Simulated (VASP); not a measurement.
# A VASP study of Sr2MoO4 (AM05): structure first, properties next, part 2 of 6

Aim: relax Sr2MoO4, then compute properties on the relaxed cell. The start is a computed cell from the Materials Project.

VASP 6.6.1; AM05, no spin polarisation; plane waves and PAW (Sr_sv, Mo_sv, O).

Still holding for the runs below: This run has no spin polarisation, although Mo can carry a moment.

So far. Step 2 (Relaxing cell and atoms (AM05)): It ends with a largest force of 0.008 eV/Å and a pressure of -0.02 GPa. The relaxed cell has a = 3.883, c = 12.866 Å (conventional setting).

## Step 3: Second relaxation

A relaxation keeps the plane waves of the cell it began with, so it is repeated from the new cell, on a basis made for it.

INCAR reads:

```
SYSTEM = Sr2MoO4
PREC = Accurate
ENCUT = 520
EDIFF = 1E-06
NELM = 100
ISMEAR = 0
SIGMA = 0.05
LREAL = .FALSE.
ALGO = Normal
GGA = AM
NBANDS = 36
LASPH = .TRUE.
LORBIT = 11
LWAVE = .FALSE.
LCHARG = .FALSE.
KPAR = 4
IBRION = 2
NSW = 60
ISIF = 3
EDIFFG = -0.01
```

POSCAR reads:

```
Sr2MoO4
1.0
    0.0000000000     -3.8831294035      0.0000000000
   -3.8831294035      0.0000000000      0.0000000000
    1.9415647018     -1.9415647018     -6.4330387376
Sr Mo O
2 1 4
Direct
    0.3510785313      0.6489214687      0.2978429373
    0.6489214687      0.3510785313      0.7021570627
    0.0000000000      0.0000000000      0.0000000000
    0.5000000000      0.0000000000      0.0000000000
    0.0000000000      0.5000000000      0.0000000000
    0.8370382558      0.1629617442      0.3259234884
    0.1629617442      0.8370382558      0.6740765116
```

KPOINTS reads:

```
Automatic mesh
0
Gamma
6 6 6
0 0 0
```

The projector-augmented-wave data sets are Sr_sv, Mo_sv and O (PBE family, release 64).

Started as:

```sh
$ mpirun -np 4 vasp_std
```

Output:

```text
[banner, memory and clock lines left out]
running    4 mpi-ranks, on    1 nodes
 distrk:  each k-point on    1 cores,    4 groups
 distr:  one band on    1 cores,    1 groups

 POSCAR found type information on POSCAR SrMoO
 POSCAR found :  3 types and       7 ions
 [... a notice as in an earlier step ...]

 LDA part: xc-table for (Slater+PW92), standard interpolation
 POSCAR, INCAR and KPOINTS ok, starting setup
 FFT: planning ... GRIDC
 FFT: planning ... GRID_SOFT
 FFT: planning ... GRID
 WAVECAR not read
 entering main loop
       N       E                     dE             d eps       ncg     rms          rms(c)
DAV:   1     0.447404478675E+03    0.44740E+03   -0.31935E+04  2160   0.159E+03
DAV:   2    -0.325287989782E+02   -0.47993E+03   -0.47189E+03  2684   0.398E+02
DAV:   3    -0.600351039118E+02   -0.27506E+02   -0.27332E+02  3040   0.916E+01
DAV:   4    -0.607676553305E+02   -0.73255E+00   -0.72707E+00  3248   0.113E+01
DAV:   5    -0.607749063267E+02   -0.72510E-02   -0.72265E-02  2824   0.111E+00    0.487E+01
DAV:   6    -0.531032956132E+02    0.76716E+01   -0.53241E+01  2432   0.369E+01    0.244E+01
DAV:   7    -0.528494723518E+02    0.25382E+00   -0.63986E+00  2444   0.141E+01    0.160E+01
DAV:   8    -0.527898178738E+02    0.59654E-01   -0.84526E-01  2596   0.604E+00    0.307E+00
DAV:   9    -0.527741707158E+02    0.15647E-01   -0.13777E-01  2936   0.199E+00    0.405E-01
DAV:  10    -0.527758031878E+02   -0.16325E-02   -0.79371E-03  2972   0.497E-01    0.266E-01
DAV:  11    -0.527771873952E+02   -0.13842E-02   -0.21223E-03  2468   0.267E-01    0.138E-01
DAV:  12    -0.527773335799E+02   -0.14618E-03   -0.43670E-04  2800   0.123E-01    0.406E-02
DAV:  13    -0.527773625917E+02   -0.29012E-04   -0.35690E-05  2948   0.332E-02    0.221E-02
DAV:  14    -0.527773851734E+02   -0.22582E-04   -0.36680E-05  2500   0.312E-02    0.113E-02
DAV:  15    -0.527773864884E+02   -0.13150E-05   -0.66525E-06  2400   0.139E-02    0.436E-03
DAV:  16    -0.527773861860E+02    0.30242E-06   -0.10887E-06  1752   0.537E-03
   1 F= -.52777386E+02 E0= -.52775359E+02  d E =-.527774E+02
 curvature:   0.00 expect dE= 0.000E+00 dE for cont linesearch  0.000E+00
 trial: gam= 0.00000 g(F)=  0.109E-04 g(S)=  0.389E-05 ort = 0.000E+00 (trialstep = 0.100E+01)
 search vector abs. value=  0.148E-04
 reached required accuracy - stopping structural energy minimisation
```

Elapsed: 22 s, on 4 MPI ranks of Intel Xeon 6975P-C (Granite Rapids), shared host; peak memory 1.1 GiB.

OUTCAR, selected parts (step 3):

```text
  LATTYP: Found a body centered tetragonal cell.
 ALAT       =     3.8831294035
 C/A-ratio  =     3.3133269944

The static configuration has the point symmetry D_4h.

 Found     30 irreducible k-points:

   ENCUT  =  520.0 eV  38.22 Ry    6.18 a.u.   7.22  7.22 13.01*2*pi/ulx,y,z

   NELECT =      58.0000    total number of electrons

 E-fermi :   6.1275

 k-point     1 :       0.0000    0.0000    0.0000
  band No.  band energies     occupation
    ...
     27       3.0299      2.00000
     28       3.0299      2.00000
     29       4.2599      2.00000
     30       5.4247      2.00000
     31       5.4247      2.00000
     32       7.7945      0.00000
     33       8.4232      0.00000
     34       8.4688      0.00000
     35       9.1936      0.00000
     36       9.2959      0.00000

 k-point     2 :       0.1667    0.0000   -0.0000
  band No.  band energies     occupation
    ...
     27       2.8622      2.00000
     28       2.9654      2.00000
     29       5.0944      2.00000
     30       5.5232      2.00000
     31       5.7599      2.00000
     32       8.4173      0.00000
     33       8.7863      0.00000
     34       9.0364      0.00000
     35       9.7754      0.00000
     36       9.8328      0.00000

  Total       -0.0121447     -0.0121447     -0.0164106      0.0000000     -0.0000000      0.0000000
  in kB       -0.2005940     -0.2005940     -0.2710538      0.0000000     -0.0000000      0.0000000
  external PRESSURE =      -0.2240806 kB  Pullay stress =       0.0000000 kB

  energy-cutoff  :      520.00
  volume of cell :       97.00
      direct lattice vectors                 reciprocal lattice vectors
     0.000000000 -3.883129403  0.000000000     0.000000000 -0.257524253  0.077723766
    -3.883129403  0.000000000  0.000000000    -0.257524253  0.000000000 -0.077723766
     1.941564702 -1.941564702 -6.433038738     0.000000000  0.000000000 -0.155447533

 POSITION                                       TOTAL-FORCE (eV/Angst)
 -----------------------------------------------------------------------------------
     -1.94156     -1.94156     -1.91604        -0.000000      0.000000      0.006946
      0.00000     -3.88313     -4.51700         0.000000     -0.000000     -0.006946
      0.00000      0.00000      0.00000        -0.000000      0.000000     -0.000000
      0.00000     -1.94156      0.00000         0.000000     -0.000000     -0.000000
     -1.94156      0.00000      0.00000         0.000000      0.000000     -0.000000
      0.00000     -3.88313     -2.09668         0.000000     -0.000000     -0.008070
     -1.94156     -1.94156     -4.33636        -0.000000      0.000000      0.008070
 -----------------------------------------------------------------------------------
    total drift:                                0.000000     -0.000000     -0.000000

  FREE ENERGIE OF THE ION-ELECTRON SYSTEM (eV)
  ---------------------------------------------------
  free  energy   TOTEN  =       -52.7773861860 eV

  energy  without entropy=      -52.7733313986  energy(sigma->0) =      -52.77535879

 total charge
# of ion       s       p       d       tot
------------------------------------------
    1        2.002   5.758   0.239   8.000
    2        2.002   5.758   0.239   8.000
    3        2.330   6.302   3.866  12.497
    4        1.562   3.498   0.000   5.059
    5        1.562   3.498   0.000   5.059
    6        1.550   3.416   0.000   4.966
    7        1.550   3.416   0.000   4.966
--------------------------------------------------
tot         12.558  31.646   4.343  48.548

[... 4 parts as in an earlier step ...]

[... 7 further parts left out ...]
```

Little changed from the start: no atom moved by 0.005 Å and no cell edge by 0.1 %.

Numbers from this step:

| Quantity | Value |
| --- | --- |
| free energy (TOTEN) | -52.7774 eV |
| energy at zero smearing | -52.7754 eV |
| pressure | -0.02241 GPa |
| SCF cycles over all ionic steps | 16 |

It ends with a largest force of 0.008 eV/Å and a pressure of -0.02 GPa. The volume moved by under 0.01 %: the run met its threshold at the first step.

## Step 4: Density, ELF and potential (AM05)

The relaxed cell gets a fresh self-consistent run, on a basis set for its own volume, to fix the density and to check the remaining stress.

Changes to INCAR since step 3:

```diff
@@ -14,7 +14,5 @@
 LWAVE = .FALSE.
-LCHARG = .FALSE.
-KPAR = 4
-IBRION = 2
-NSW = 60
-ISIF = 3
-EDIFFG = -0.01
+LCHARG = .TRUE.
+ISIF = 2
+LELF = .TRUE.
+LVHAR = .TRUE.
```

POSCAR is that of step 3.

KPOINTS is that of step 3.

Started as:

```sh
$ mpirun -np 4 vasp_std
```

Output:

```text
[banner, memory and clock lines left out]
running    4 mpi-ranks, on    1 nodes
 distrk:  each k-point on    4 cores,    1 groups
 distr:  one band on    1 cores,    4 groups

 POSCAR found type information on POSCAR SrMoO
 POSCAR found :  3 types and       7 ions
 [... a notice as in an earlier step ...]

 LDA part: xc-table for (Slater+PW92), standard interpolation
 POSCAR, INCAR and KPOINTS ok, starting setup
 FFT: planning ... GRIDC
 FFT: planning ... GRID_SOFT
 FFT: planning ... GRID
 WAVECAR not read
 entering main loop
       N       E                     dE             d eps       ncg     rms          rms(c)
DAV:   1     0.447404478678E+03    0.44740E+03   -0.31935E+04  2160   0.159E+03
DAV:   2    -0.325287989788E+02   -0.47993E+03   -0.47189E+03  2684   0.398E+02
DAV:   3    -0.600351039124E+02   -0.27506E+02   -0.27332E+02  3040   0.916E+01
DAV:   4    -0.607676553312E+02   -0.73255E+00   -0.72707E+00  3248   0.113E+01
DAV:   5    -0.607749063269E+02   -0.72510E-02   -0.72265E-02  2824   0.111E+00    0.487E+01
DAV:   6    -0.531032957622E+02    0.76716E+01   -0.53241E+01  2432   0.369E+01    0.244E+01
DAV:   7    -0.528494723535E+02    0.25382E+00   -0.63986E+00  2444   0.141E+01    0.160E+01
DAV:   8    -0.527898178714E+02    0.59654E-01   -0.84526E-01  2596   0.604E+00    0.307E+00
DAV:   9    -0.527741707155E+02    0.15647E-01   -0.13777E-01  2936   0.199E+00    0.405E-01
DAV:  10    -0.527758031879E+02   -0.16325E-02   -0.79371E-03  2972   0.497E-01    0.266E-01
DAV:  11    -0.527771873956E+02   -0.13842E-02   -0.21223E-03  2468   0.267E-01    0.138E-01
DAV:  12    -0.527773335804E+02   -0.14618E-03   -0.43670E-04  2800   0.123E-01    0.406E-02
DAV:  13    -0.527773625919E+02   -0.29012E-04   -0.35690E-05  2948   0.332E-02    0.221E-02
DAV:  14    -0.527773851739E+02   -0.22582E-04   -0.36680E-05  2500   0.312E-02    0.113E-02
DAV:  15    -0.527773864887E+02   -0.13148E-05   -0.66525E-06  2400   0.139E-02    0.436E-03
DAV:  16    -0.527773861857E+02    0.30296E-06   -0.10887E-06  1752   0.537E-03
   1 F= -.52777386E+02 E0= -.52775359E+02  d E =-.405479E-02
```

The job ended after 18 s (4 MPI ranks; peak memory 0.68 GiB; 70 s of CPU time).

Parts of OUTCAR (step 4):

```text
The static configuration has the point symmetry D_4h.

 Found     30 irreducible k-points:

   NELECT =      58.0000    total number of electrons

 E-fermi :   6.1275

  Total       -0.0121447     -0.0121447     -0.0164106      0.0000000     -0.0000000      0.0000000
  in kB       -0.2005939     -0.2005939     -0.2710540      0.0000000     -0.0000000      0.0000000
  external PRESSURE =      -0.2240806 kB  Pullay stress =       0.0000000 kB

 POSITION                                       TOTAL-FORCE (eV/Angst)
 -----------------------------------------------------------------------------------
     -1.94156     -1.94156     -1.91604        -0.000000      0.000000      0.006946
      0.00000     -3.88313     -4.51700         0.000000     -0.000000     -0.006946
      0.00000      0.00000      0.00000         0.000000     -0.000000      0.000000
      0.00000     -1.94156      0.00000        -0.000000     -0.000000      0.000000
     -1.94156      0.00000      0.00000         0.000000      0.000000      0.000000
      0.00000     -3.88313     -2.09668         0.000000     -0.000000     -0.008070
     -1.94156     -1.94156     -4.33636        -0.000000      0.000000      0.008070
 -----------------------------------------------------------------------------------
    total drift:                                0.000000     -0.000000     -0.000000

  FREE ENERGIE OF THE ION-ELECTRON SYSTEM (eV)
  ---------------------------------------------------
  free  energy   TOTEN  =       -52.7773861857 eV

  energy  without entropy=      -52.7733313983  energy(sigma->0) =      -52.77535879

[... 16 parts as in an earlier step ...]
```

Numbers from this step:

```yaml
scf_cycles: 16
```

Valence electrons inside each PAW sphere by angular momentum. Sphere charges, by row:

```tsv
atom	s (e)	p (e)	d (e)	tot (e)
Sr1	2.002	5.758	0.239	8
Sr2	2.002	5.758	0.239	8
Mo3	2.33	6.302	3.866	12.5
O4	1.562	3.498	0	5.059
O5	1.562	3.498	0	5.059
O6	1.55	3.416	0	4.966
O7	1.55	3.416	0	4.966
```

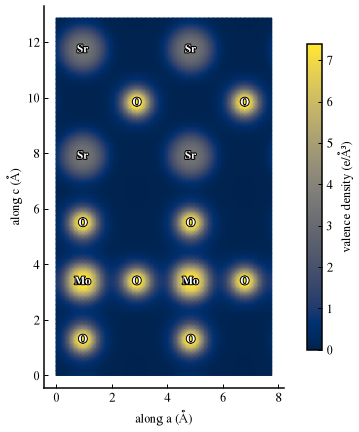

Valence density in the ac plane of the conventional cell at fractional y = 0.000, with atoms of Sr and Mo and O within 0.2 Å of it. It is the smooth field of the valence electrons, not physical close to the nuclei. The map starts off the cell's origin, so that atoms lie inside it.

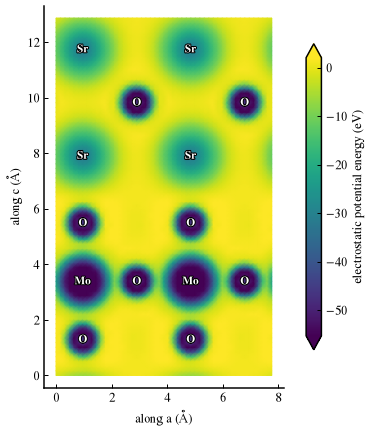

Electrostatic potential energy in the ac plane of the conventional cell at fractional y = 0.000, with atoms of Sr and Mo and O within 0.2 Å of it. With pseudopotentials it is smooth inside the atoms' cores, unlike the true potential. The map starts off the cell's origin, so that atoms lie inside it.

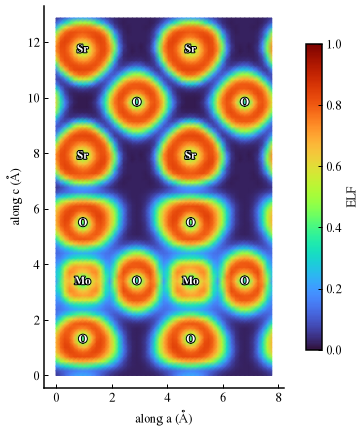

ELF in the ac plane of the conventional cell at fractional y = 0.000, with atoms of Sr and Mo and O within 0.2 Å of it. It is the smooth field of the valence electrons, not physical close to the nuclei. The map starts off the cell's origin, so that atoms lie inside it.

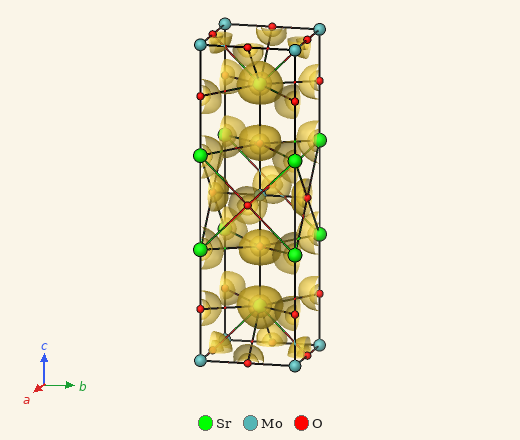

Surface of ELF = 0.76.

In this run the pressure is -0.02 GPa, small enough to go on.

(Part 2 of 6 ends here.)

[Lines on the potential files, build, host, timing and source positions are cut from VASP's logs without a mark.]

[Logs are printed without paths, hosts, clocks, repeated set-up lines and the standing remarks that a program may print on its own settings, such as how far it seeks lower states.]

[Hosts, paths, dates, database ids (printed as entryN), source tags and the programs' standing remarks are cut or masked in the printed files.]

[A measured line is paired with the nearest computed mode of its activity, which favours agreement.]
